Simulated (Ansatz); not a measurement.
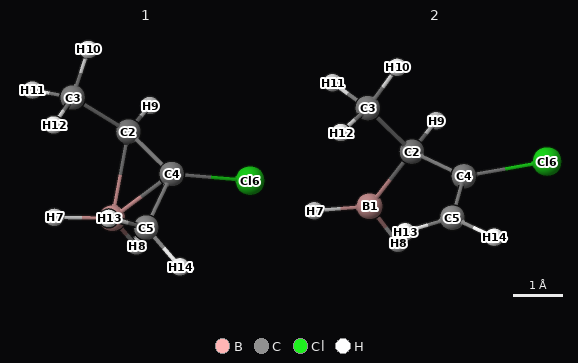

Two geometries of C₄H₈BCl, drawn at one scale. One is the start of a relaxation, the other its converged end. The picture is a ball-and-stick view, seen from a free direction.

Method: RKS PBE0/def2-SVP in Ansatz 0.2.0. Set-up: no spin polarisation; force threshold 0.02 eV/Å; at most 50 steps.

Q: Which of the two is the end point?

A: Structure 1 is the relaxed one. The run prepares an end point of a later path (hydrogen shift) calculation, from a guessed geometry. The atom that moves furthest after the best rigid fit is H14 (1.14 Å). By element the largest moves are H 1.14 Å, B 0.98 Å, C 0.60 Å, Cl 0.55 Å. Among the contacts that change: B1–C5 3.201 → 1.723 Å, B1–C4 2.615 → 1.736 Å, B1–C2 1.616 → 1.823 Å, C2–C4 1.471 → 1.408 Å. New bonds form, among them: B1–C5 (3.20 → 1.72 Å). Among the angles between lasting bonds that change: B1–C2–C4 115.7° → 63.5°, C2–B1–H7 120.8° → 98.8°, C3–C2–C4 108.6° → 124.4°. The energy falls by 17.9 kcal/mol in 26 geometry steps. Largest force component: 3.1 eV/Å at the start, 0.013 eV/Å at the end. The run took 2.5 min on 2 threads of Intel(R) Xeon(R) Platinum 8259CL CPU @ 2.50GHz (Skylake/Cascade Lake), on a shared host, peak memory 0.35 GiB.
